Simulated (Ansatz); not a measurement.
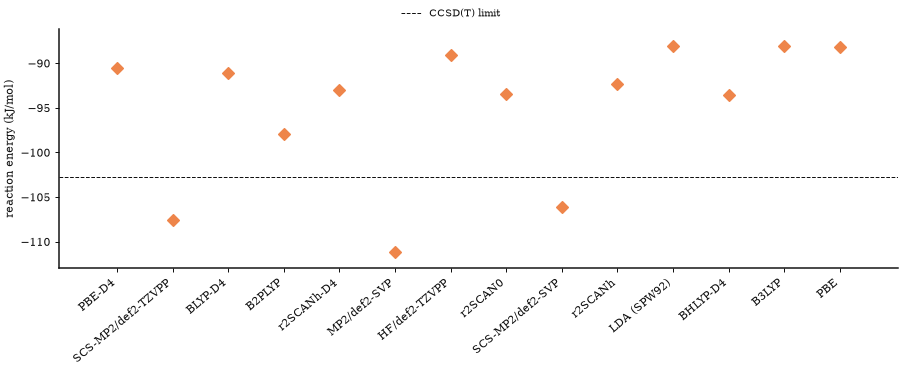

Electronic reaction energy of B₂H₄ (BB) + CH₄Se (C[SeH]) → CH₅BSe (B[Se]C) + BH₃ (B) (SMILES in brackets) at several levels (functionals in def2-TZVPP unless a basis is named), isolated molecules at PBE0-D4 triple-zeta geometries, minima by their frequencies, no zero-point or thermal terms, the Ansatz code. The line is frozen-core CCSD(T) at the basis limit (MP2 extrapolated from triple and quadruple zeta, plus CCSD(T) less MP2 in a smaller set). B2PLYP holds a correlation term that converges slowly with the basis, so part of the distance to the limit is basis error. No dispersion term is added to B2PLYP, r2SCAN0, r2SCANh, B3LYP and PBE. The distance of SCS-MP2/def2-TZVPP, MP2/def2-SVP and SCS-MP2/def2-SVP to the limit includes basis error.

### What range do the values span, the line included?

From −111.2 kJ/mol (MP2/def2-SVP) to −88.0 kJ/mol (LDA (SPW92)).

### What do zero-point energy and temperature add?

Zero-point change 4.7 kJ/mol; at 298.15 K and 1 bar the CCSD(T) limit plus thermal terms gives an enthalpy of reaction of −97.5 and a free energy of −94.7 kJ/mol (harmonic PBE0-D4 modes, ideal gas).

Caveats: no scalar relativity up to krypton; outer-core shells are correlated without core-valence functions, which makes the correlated values less sure.
